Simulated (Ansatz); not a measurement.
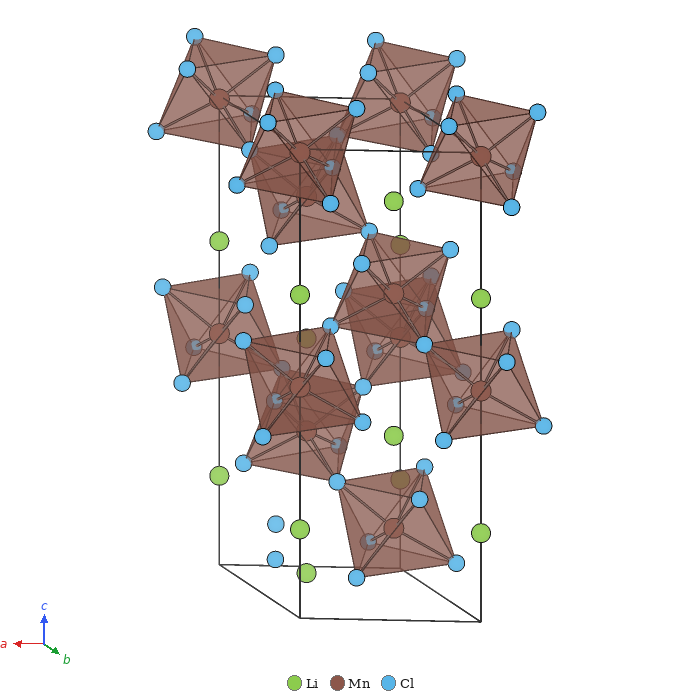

Polyhedra are drawn about Mn (bonds: Cl–Mn below 3 Å); other atoms are plain spheres.

LiMnCl₃ (space group R3c, No. 161). Coordinates: the end point of a relaxation with DFT, PAW plane waves, pbe+U (Ansatz 0.2.0); the starting structure was generated, so it need not be a known form of this composition.

Q: What figure surrounds each Mn atom, and what does it share with the other drawn polyhedra?

A: Mn: MnCl6 octahedron, sharing corners with six neighbours.

Q: How do these polyhedra hang together as a whole?

A: They form a three-dimensional framework of corner-sharing octahedra.

Q: How far apart are the centres of linked polyhedra?

A: Centre to centre across a shared corner: 4.79 Å.
